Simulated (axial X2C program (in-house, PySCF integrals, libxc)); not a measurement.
# SrLi⁺: bond curves with and without spin–orbit coupling

What are the state, bond length, wavenumber and bond energy of SrLi⁺, and what does spin–orbit coupling change?

Program: an in-house X2C program for linear molecules on PySCF integrals. Level of theory: all-electron X2C, Sr dyall-cv3z, Li dyall-cv3z. These are calculated values, not measurements.

## (1) Set-up

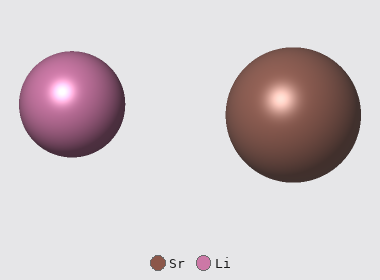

The two atoms at 3.180 Å (strontium brown, lithium pink).

task.json reads:

```json
{
 "zs": [
  38,
  3
 ],
 "q": 1,
 "bas": [
  "dyall-cv3z",
  "dyall-cv3z"
 ],
 "levels": [
  "PBE0",
  "HF",
  "BLYP"
 ],
 "cc": true,
 "r0": 3.18,
 "thr": -2.0,
 "nmax": 90,
 "npts": 10,
 "nst": 2,
 "ntry": 6
}
```

Keys: zs atomic numbers; q charge; bas basis sets; levels methods (HF also brings MP2); cc coupled cluster on or off; r0 starting distance in Å; thr threshold in hartree for freezing inner shells (an s shell follows its p shell); nmax most natural virtual spinors; npts points asked for on the curve; nst determinants followed; ntry starts of the search.

Started as:

```sh
python so2c.py task.json out
```

Spin-free means the one-electron spin-free X2C Hamiltonian; two-component (2c) means X2C with spin–orbit coupling and atomic mean-field two-electron Coulomb and Gaunt terms. Basis: Sr dyall-cv3z contracted to [13s12p8d5f1g], Li dyall-cv3z contracted to [7s8p2d]; Gaussian nuclei, density fitting. Masses: Sr 87.906 u, Li 7.016 u.

Notation: σ, π±, δ± give the projection m of an orbital's angular momentum (0, ±1, ±2), α and β its spin, Λ and M_S the sums; ω is the projection of a spinor's total angular momentum and Ω the sum. Logs are in hartree.

The results follow Hamiltonian by Hamiltonian and level by level.

## (2) Search for the lowest determinant

PBE0 moves the distance from 3.180 Å to 3.405 Å and compares determinants there.

Spin-free determinants:

```tsv
ΔE (eV)	state	open shells
0.00	M_S = 0, Λ = 0	closed shell
1.05	M_S = 1, Λ = 0	beyond closed shells: 2 × σα
1.58	M_S = 1, Λ = 1	beyond closed shells: σα, π+α
2.11	M_S = 0, Λ = 1	beyond closed shells: σα, π+β
2.43	M_S = 1, Λ = 2	beyond closed shells: σα, δ+α
2.50	M_S = 0, Λ = 2	beyond closed shells: σα, δ+β
```

Two-component determinants:

```csv
ΔE (eV),state,open shells
0.00,Ω = 0,closed shell
1.05,Ω = 1,excess of +ω over −ω: 2 × ω = 1/2
1.59,Ω = 2,"excess of +ω over −ω: ω = 1/2, ω = 3/2"
2.12,Ω = 1,"excess of +ω over −ω: ω = -1/2, ω = 3/2"
2.44,Ω = 3,"excess of +ω over −ω: ω = 1/2, ω = 5/2"
2.51,Ω = 2,"excess of +ω over −ω: ω = -1/2, ω = 5/2"
```

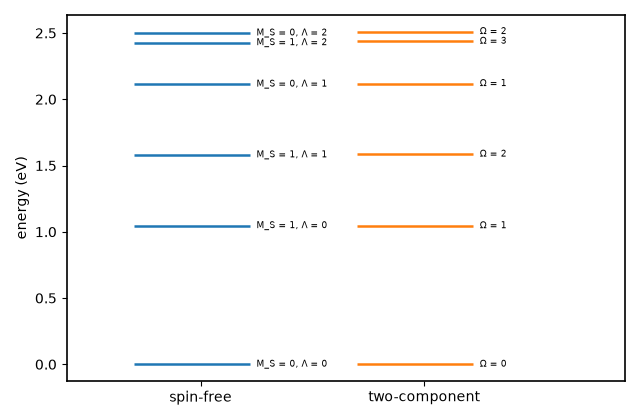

The determinants found, each set from its own lowest.

## (3) PBE0, spin-free

State followed: M_S = 0, Λ = 0 (closed shell). The scan is laid around 3.405 Å, a first estimate of the minimum, and this SCF restarts from the orbitals of the search.

Output at 3.405 Å:

```text
spin-free X2C-1e  PBE0
basis functions 174  fitting functions 869  grid points 5088
iter        total energy     max residual
   1      -3186.292976764     5.33e-05
   2      -3186.292976773     2.75e-05
   3      -3186.292976775     2.44e-06
converged
one-electron -4435.74603465  Coulomb 1339.03086154  exact exchange -26.40693158  xc functional -80.88781836  nuclear repulsion 17.71694627
```

Along the bond, energies from the lowest point:

| R (Å) | E (eV) | μ (D) | HOMO (eV) | LUMO (eV) | iterations |
| --- | --- | --- | --- | --- | --- |
| 2.962 | 0.1750 | 3.26 | -8.71 | -5.54 | 11 |
| 3.099 | 0.0747 | 3.59 | -8.63 | -5.55 | 9 |
| 3.201 | 0.0301 | 3.86 | -8.56 | -5.56 | 9 |
| 3.303 | 0.0066 | 4.15 | -8.50 | -5.57 | 9 |
| 3.405 | 0.0000 | 4.46 | -8.43 | -5.59 | 3 |
| 3.524 | 0.0093 | 4.85 | -8.36 | -5.60 | 9 |
| 3.643 | 0.0327 | 5.26 | -8.29 | -5.61 | 9 |
| 3.797 | 0.0780 | 5.81 | -8.20 | -5.63 | 9 |
| 3.984 | 0.1486 | 6.52 | -8.09 | -5.66 | 8 |
| 4.256 | 0.2671 | 7.61 | -7.94 | -5.70 | 9 |

Dipoles are positive if Li is the positive end and refer to the centre of mass.

Outer orbitals at the reference distance:

```csv
symmetry,occupied,ε (eV),atomic character
π-α,yes,-29.38,100% Sr p
π+α,yes,-29.38,100% Sr p
σα,yes,-29.25,99% Sr p
σα,yes,-8.43,"53% Sr s, 27% Li s, 14% Li p"
σα,no,-5.59,"33% Sr p, 25% Li s, 23% Sr s"
π+α,no,-4.87,"43% Sr d, 37% Li p, 17% Sr p"
π-α,no,-4.87,"43% Sr d, 37% Li p, 17% Sr p"
σα,no,-4.45,"70% Sr d, 19% Sr p, 5% Li p"
```

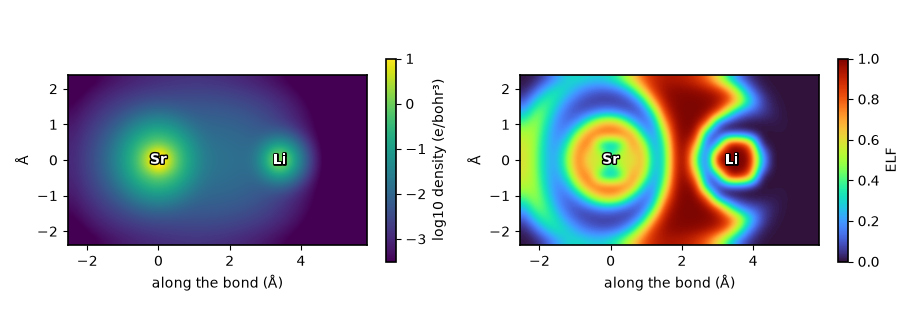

PBE0 fields in a plane through the axis, from a grid of 0.3 Å; Sr lies at z = 0 and Li at z = 3.405 Å; the ELF is damped to zero where the density is low.

Re = 3.400 Å, ωe = 234.5 cm⁻¹, ωexe = 1.33 cm⁻¹, Be = 0.2245 cm⁻¹, De = 1.48 eV, μ = 4.44 D.

## (4) HF, spin-free

The SCF at the reference distance of 3.405 Å:

```text
spin-free X2C-1e  HF
basis functions 174  fitting functions 869  grid points 5088
iter        total energy     max residual
   1      -3184.625953151     3.42e-01
   2      -3184.640550562     9.77e-03
   3      -3184.640828499     3.97e-03
   4      -3184.640860322     1.88e-03
   5      -3184.640864567     1.98e-04
   6      -3184.640865226     1.85e-04
   7      -3184.640865349     3.98e-05
   8      -3184.640865357     6.48e-06
   9      -3184.640865358     4.49e-06
  10      -3184.640865358     9.26e-07
converged
one-electron -4435.18441998  Coulomb 1338.51379709  exact exchange -105.68718874  xc functional 0.00000000  nuclear repulsion 17.71694627
```

Re = 3.507 Å, ωe = 225.1 cm⁻¹, ωexe = 1.25 cm⁻¹, Be = 0.211 cm⁻¹, De = 0.735 eV, μ = 3.99 D.

## (5) BLYP, spin-free

Output at 3.405 Å:

```text
spin-free X2C-1e  BLYP
basis functions 174  fitting functions 869  grid points 5088
iter        total energy     max residual
   1      -3186.722099715     1.31e-01
   2      -3186.726355064     4.19e-03
   3      -3186.726654202     6.17e-03
   4      -3186.726703410     1.02e-03
   5      -3186.726707128     5.92e-04
   6      -3186.726707769     9.37e-05
   7      -3186.726707786     4.85e-05
   8      -3186.726707796     7.38e-06
   9      -3186.726707796     1.28e-06
converged
one-electron -4435.70395668  Coulomb 1338.97085634  exact exchange 0.00000000  xc functional -107.71055372  nuclear repulsion 17.71694627
```

Re = 3.417 Å, ωe = 220.0 cm⁻¹, ωexe = 1.48 cm⁻¹, Be = 0.2222 cm⁻¹, De = 1.43 eV, μ = 5.16 D.

## (6) Correlated methods, spin-free

Correlated methods: 10 electrons correlated (frozen shells, counted by type: Sr 3 s, 2 p, 1 d; Li 1 s), 238 virtual spinors in MP2, 88 natural virtuals in coupled cluster.

Output of the correlated part at 3.405 Å:

```text
correlated 10  virtual 238  natural virtual 88  E(MP2) -0.234092433  MP2 remainder -0.005329586
iter   CCSD correlation   residual
   1     -0.242053109   1.30e-01
   2     -0.248397863   6.06e-02
   3     -0.249493812   2.70e-02
   4     -0.249268840   9.40e-03
   5     -0.249307334   3.28e-03
   6     -0.249314998   1.38e-03
   7     -0.249320832   5.20e-04
   8     -0.249318175   1.60e-04
   9     -0.249317883   5.93e-05
  10     -0.249318320   2.20e-05
  11     -0.249318434   8.25e-06
  12     -0.249318458   2.88e-06
  13     -0.249318471   1.18e-06
(T) -0.008340166  T1 0.0325  D1 0.0725  max T2 0.173
```

T1 in the output is the amplitude norm over the root of the electron number; divide by √2 for the Lee–Taylor value.

MP2: Re = 3.437 Å, ωe = 225.6 cm⁻¹, Be = 0.2197 cm⁻¹, De = 1.21 eV.

CCSD: Re = 3.446 Å, ωe = 226.7 cm⁻¹, ωexe = 1.2 cm⁻¹, Be = 0.2185 cm⁻¹, De = 1.33 eV. T1 at Re = 0.023 (Lee–Taylor, the printed value over √2).

CCSD(T): Re = 3.449 Å, ωe = 224.3 cm⁻¹, ωexe = 1.16 cm⁻¹, Be = 0.2181 cm⁻¹, De = 1.33 eV. T1 at Re = 0.023 (Lee–Taylor, the printed value over √2).

## (7) A higher determinant, spin-free

State: M_S = 1, Λ = 0 (beyond closed shells: 2 × σα).

Output at the reference distance:

```text
spin-free X2C-1e  PBE0
basis functions 174  fitting functions 869  grid points 5088
iter        total energy     max residual
   1      -3186.254549934     9.17e-05
   2      -3186.254549954     7.43e-05
   3      -3186.254549973     3.54e-06
   4      -3186.254549973     1.12e-06
converged
one-electron -4435.91667020  Coulomb 1339.27479076  exact exchange -26.42028444  xc functional -80.90933236  nuclear repulsion 17.71694627
```

| R (Å) | E above the lowest PBE0 point (eV) |
| --- | --- |
| 2.962 | 1.451 |
| 3.099 | 1.282 |
| 3.201 | 1.184 |
| 3.303 | 1.106 |
| 3.405 | 1.046 |
| 3.524 | 0.993 |
| 3.643 | 0.957 |
| 3.797 | 0.929 |
| 3.984 | 0.917 |

No constants are quoted: the lowest point is the long end of the scan.

## (8) The spin-free curves together

Energy (eV) of the followed determinant, spin-free, from each level's lowest point:

| R (Å) | PBE0 | HF | MP2 | CCSD | CCSD(T) | BLYP |
| --- | --- | --- | --- | --- | --- | --- |
| 2.962 | 0.175 | 0.266 | 0.195 | n/a | n/a | 0.172 |
| 3.099 | 0.075 | 0.135 | 0.089 | 0.094 | 0.094 | 0.076 |
| 3.201 | 0.030 | 0.070 | 0.040 | 0.043 | 0.043 | 0.032 |
| 3.303 | 0.007 | 0.029 | 0.011 | 0.013 | 0.013 | 0.008 |
| 3.405 | 0.000 | 0.007 | 0.000 | 0.000 | 0.000 | 0.000 |
| 3.524 | 0.009 | 0.000 | 0.004 | 0.003 | 0.002 | 0.006 |
| 3.643 | 0.033 | 0.010 | 0.022 | 0.020 | 0.019 | 0.025 |
| 3.797 | 0.078 | 0.041 | 0.060 | 0.058 | 0.056 | 0.062 |
| 3.984 | 0.149 | 0.100 | 0.123 | n/a | n/a | 0.122 |
| 4.256 | 0.267 | 0.207 | 0.232 | n/a | n/a | 0.221 |

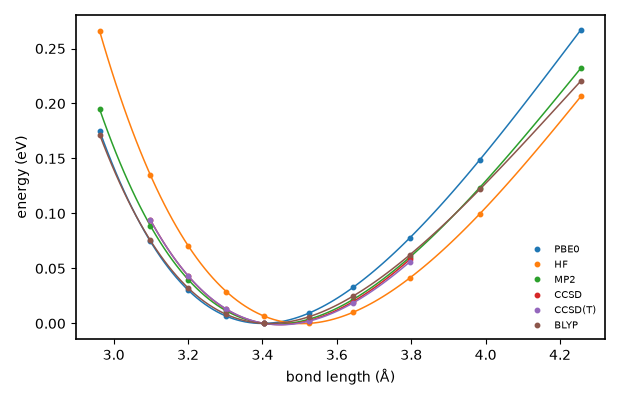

Curves of the followed state, spin-free, each from its own lowest point.

## (9) PBE0, 2c

State followed: Ω = 0 (closed shell). The scan is laid around 3.405 Å, a first estimate of the minimum, and this SCF restarts from the orbitals of the search.

Output at 3.405 Å:

```text
two-component X2C + atomic mean field  PBE0
basis functions 174  fitting functions 869  grid points 5088
iter        total energy     max residual
   1      -3185.115379301     4.46e-05
   2      -3185.115379302     7.35e-06
converged
one-electron -4432.62498699  Coulomb 1338.36609800  exact exchange -26.39369835  xc functional -80.84804276  nuclear repulsion 17.71694627  atomic mean-field constant -1.33169547
```

Along the bond, energies from the lowest point:

| R (Å) | E (eV) | μ (D) | HOMO (eV) | LUMO (eV) | iterations |
| --- | --- | --- | --- | --- | --- |
| 2.962 | 0.1748 | 3.26 | -8.71 | -5.54 | 11 |
| 3.099 | 0.0746 | 3.59 | -8.63 | -5.55 | 9 |
| 3.201 | 0.0301 | 3.86 | -8.56 | -5.56 | 9 |
| 3.303 | 0.0065 | 4.15 | -8.50 | -5.57 | 9 |
| 3.405 | 0.0000 | 4.46 | -8.43 | -5.59 | 2 |
| 3.524 | 0.0093 | 4.85 | -8.36 | -5.60 | 9 |
| 3.643 | 0.0327 | 5.26 | -8.29 | -5.61 | 9 |
| 3.797 | 0.0780 | 5.81 | -8.20 | -5.63 | 9 |
| 3.984 | 0.1487 | 6.52 | -8.09 | -5.66 | 8 |
| 4.256 | 0.2672 | 7.61 | -7.94 | -5.70 | 9 |

Dipoles are positive if Li is the positive end and refer to the centre of mass.

Outer spinors at the reference distance:

| ω | occupied | ε (eV) | atomic character | λ mixture |
| --- | --- | --- | --- | --- |
| 1/2 | yes | -30.10 | 100% Sr p | 71% π, 29% σ |
| 3/2 | yes | -28.98 | 100% Sr p | 100% π |
| 1/2 | yes | -28.89 | 99% Sr p | 71% σ, 29% π |
| 1/2 | yes | -8.43 | 53% Sr s, 27% Li s, 14% Li p | 100% σ |
| 1/2 | no | -5.59 | 33% Sr p, 25% Li s, 23% Sr s | 100% σ |
| 1/2 | no | -4.88 | 43% Sr d, 36% Li p, 18% Sr p | 100% π |
| 3/2 | no | -4.87 | 44% Sr d, 37% Li p, 16% Sr p | 100% π |
| 1/2 | no | -4.46 | 70% Sr d, 19% Sr p, 5% Li p | 99% σ, 1% π |

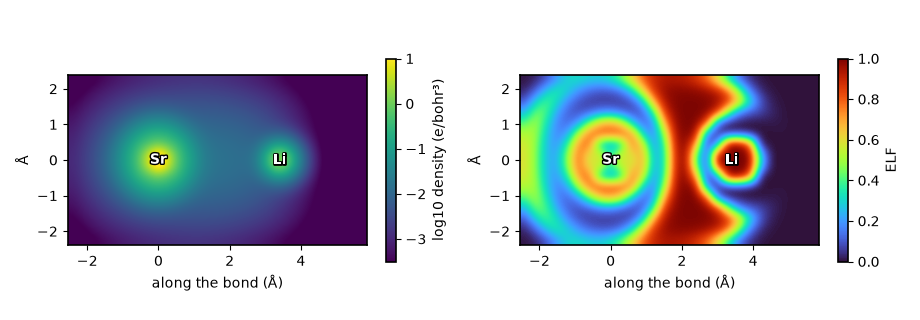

PBE0 fields in a plane through the axis, from a grid of 0.3 Å; Sr lies at z = 0 and Li at z = 3.405 Å; the ELF is damped to zero where the density is low.

Re = 3.399 Å, ωe = 234.5 cm⁻¹, ωexe = 1.33 cm⁻¹, Be = 0.2245 cm⁻¹, De = 1.47 eV, μ = 4.45 D.

## (10) HF, 2c

The SCF at the reference distance of 3.405 Å:

```text
two-component X2C + atomic mean field  HF
basis functions 174  fitting functions 869  grid points 5088
iter        total energy     max residual
   1      -3183.448431598     3.42e-01
   2      -3183.463020620     9.75e-03
   3      -3183.463299258     3.97e-03
   4      -3183.463331205     1.88e-03
   5      -3183.463335472     1.99e-04
   6      -3183.463336138     1.86e-04
   7      -3183.463336263     4.01e-05
   8      -3183.463336271     6.51e-06
   9      -3183.463336272     4.57e-06
  10      -3183.463336272     9.71e-07
converged
one-electron -4432.06227362  Coulomb 1337.84785312  exact exchange -105.63416657  xc functional 0.00000000  nuclear repulsion 17.71694627  atomic mean-field constant -1.33169547
```

Re = 3.507 Å, ωe = 225.1 cm⁻¹, ωexe = 1.25 cm⁻¹, Be = 0.211 cm⁻¹, De = 0.736 eV, μ = 4.00 D.

## (11) BLYP, 2c

The SCF at the reference distance of 3.405 Å:

```text
two-component X2C + atomic mean field  BLYP
basis functions 174  fitting functions 869  grid points 5088
iter        total energy     max residual
   1      -3185.544206251     1.35e-01
   2      -3185.548460097     4.00e-03
   3      -3185.548759135     6.39e-03
   4      -3185.548808299     9.43e-04
   5      -3185.548812015     6.13e-04
   6      -3185.548812655     9.38e-05
   7      -3185.548812673     4.49e-05
   8      -3185.548812683     7.66e-06
   9      -3185.548812683     1.28e-06
converged
one-electron -4432.58229117  Coulomb 1338.30547282  exact exchange 0.00000000  xc functional -107.65724514  nuclear repulsion 17.71694627  atomic mean-field constant -1.33169547
```

Re = 3.417 Å, ωe = 220.0 cm⁻¹, ωexe = 1.48 cm⁻¹, Be = 0.2222 cm⁻¹, De = 1.43 eV, μ = 5.17 D.

## (12) Correlated methods, 2c

Correlated methods: 10 electrons correlated (frozen shells, counted by type: Sr 3 s, 2 p, 1 d; Li 1 s), 238 virtual spinors in MP2, 90 natural virtuals in coupled cluster.

Output of the correlated part at 3.405 Å:

```text
correlated 10  virtual 238  natural virtual 90  E(MP2) -0.234117320  MP2 remainder -0.004978891
iter   CCSD correlation   residual
   1     -0.242360365   1.30e-01
   2     -0.248694252   6.07e-02
   3     -0.249809865   2.71e-02
   4     -0.249575689   9.36e-03
   5     -0.249613632   3.29e-03
   6     -0.249623159   1.39e-03
   7     -0.249628734   5.24e-04
   8     -0.249625903   1.61e-04
   9     -0.249625651   6.02e-05
  10     -0.249626124   2.25e-05
  11     -0.249626242   8.80e-06
  12     -0.249626263   3.30e-06
  13     -0.249626276   1.51e-06
(T) -0.008380991  T1 0.0326  D1 0.0727  max T2 0.173
```

MP2: Re = 3.437 Å, ωe = 225.6 cm⁻¹, Be = 0.2197 cm⁻¹, De = 1.21 eV.

CCSD: Re = 3.446 Å, ωe = 226.7 cm⁻¹, ωexe = 1.2 cm⁻¹, Be = 0.2185 cm⁻¹, De = 1.34 eV. T1 at Re = 0.023 (Lee–Taylor, the printed value over √2).

CCSD(T): Re = 3.449 Å, ωe = 224.4 cm⁻¹, ωexe = 1.17 cm⁻¹, Be = 0.2181 cm⁻¹, De = 1.33 eV. T1 at Re = 0.023 (Lee–Taylor, the printed value over √2).

## (13) A higher determinant, 2c

State: Ω = 1 (excess of +ω over −ω: 2 × ω = 1/2).

Output at the reference distance:

```text
two-component X2C + atomic mean field  PBE0
basis functions 174  fitting functions 869  grid points 5088
iter        total energy     max residual
   1      -3185.076974472     1.18e-05
   2      -3185.076974472     4.26e-06
converged
one-electron -4432.80096422  Coulomb 1338.61546363  exact exchange -26.40706714  xc functional -80.86965754  nuclear repulsion 17.71694627  atomic mean-field constant -1.33169547
```

| R (Å) | E above the lowest PBE0 point (eV) |
| --- | --- |
| 2.962 | 1.450 |
| 3.099 | 1.281 |
| 3.201 | 1.183 |
| 3.303 | 1.105 |
| 3.405 | 1.045 |
| 3.524 | 0.993 |
| 3.643 | 0.956 |
| 3.797 | 0.928 |
| 3.984 | 0.916 |

No constants are quoted: the lowest point is the long end of the scan.

## (14) The 2c curves together

Energy (eV) of the followed determinant, 2c, from each level's lowest point:

| R (Å) | PBE0 | HF | MP2 | CCSD | CCSD(T) | BLYP |
| --- | --- | --- | --- | --- | --- | --- |
| 2.962 | 0.175 | 0.266 | 0.195 | n/a | n/a | 0.172 |
| 3.099 | 0.075 | 0.135 | 0.089 | 0.094 | 0.094 | 0.075 |
| 3.201 | 0.030 | 0.070 | 0.040 | 0.043 | 0.043 | 0.032 |
| 3.303 | 0.007 | 0.029 | 0.011 | 0.013 | 0.013 | 0.008 |
| 3.405 | 0.000 | 0.007 | 0.000 | 0.000 | 0.000 | 0.000 |
| 3.524 | 0.009 | 0.000 | 0.004 | 0.002 | 0.002 | 0.006 |
| 3.643 | 0.033 | 0.010 | 0.022 | 0.020 | 0.019 | 0.025 |
| 3.797 | 0.078 | 0.041 | 0.060 | 0.058 | 0.056 | 0.063 |
| 3.984 | 0.149 | 0.100 | 0.123 | n/a | n/a | 0.122 |
| 4.256 | 0.267 | 0.207 | 0.232 | n/a | n/a | 0.221 |

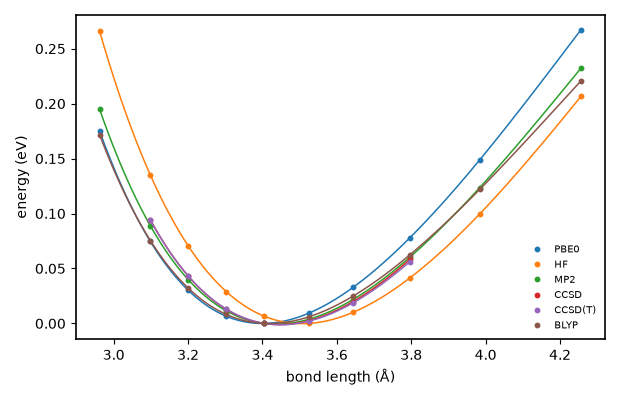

Curves of the followed state, 2c, each from its own lowest point.

The whole job took 62 s on 1 thread of AMD EPYC 9R45 (Zen 5), shared host; peak memory 0.64 GiB.

## (15) What came out

Lowest determinant that the search found at its distance, spin-free: M_S = 0, Λ = 0 (closed shell).

Lowest determinant that the search found at its distance, 2c: Ω = 0 (closed shell).

```tsv
Hamiltonian	level	Re (Å)	ωe (cm⁻¹)	De (eV)	μ (D)
spin-free	PBE0	3.400	234.5	1.48	4.44
spin-free	HF	3.507	225.1	0.735	3.99
spin-free	MP2	3.437	225.6	1.21	n/a
spin-free	CCSD	3.446	226.7	1.33	n/a
spin-free	CCSD(T)	3.449	224.3	1.33	n/a
spin-free	BLYP	3.417	220.0	1.43	5.16
2c	PBE0	3.399	234.5	1.47	4.45
2c	HF	3.507	225.1	0.736	4.00
2c	MP2	3.437	225.6	1.21	n/a
2c	CCSD	3.446	226.7	1.34	n/a
2c	CCSD(T)	3.449	224.4	1.33	n/a
2c	BLYP	3.417	220.0	1.43	5.17
```

Dipoles are positive if Li is the positive end and refer to the centre of mass.

Time per point (s) on 1 thread of AMD EPYC 9R45 (Zen 5), shared host (2c runs; CCSD comes with the CCSD(T) run); the times are rough: PBE0 0.21, HF 0.11, MP2 0.19, CCSD(T) 2.2, BLYP 0.15.

What this shows: At CCSD(T), going from spin-free to two-component changes Re by 0 mÅ, ωe by 0.0 %; the spin-free picture holds up (part of it comes from the scalar share of the two-electron terms). De moves by 0.00 eV; both De rest on single-determinant atoms, which can miss part of an open shell's spin–orbit lowering.

De refers to Sr + Li+; at HF, spin-free, to Sr+ + Li; at HF, two-component, to Sr+ + Li, each in the lowest determinant found, which need not be this curve's own limit. The state is a single determinant with fixed occupations, the lowest that a limited PBE0 search found. Closed shells are restricted here (equal orbitals for both partners), which fails at long range if the bond breaks into open shells. De is counted from the lowest determinant-based energies of the atoms at the same level, without counterpoise correction. CCSD and (T) use frozen natural virtuals with an MP2 correction for the truncation. T1 at Re is 0.023 (Lee–Taylor), above the customary mark of 0.02.
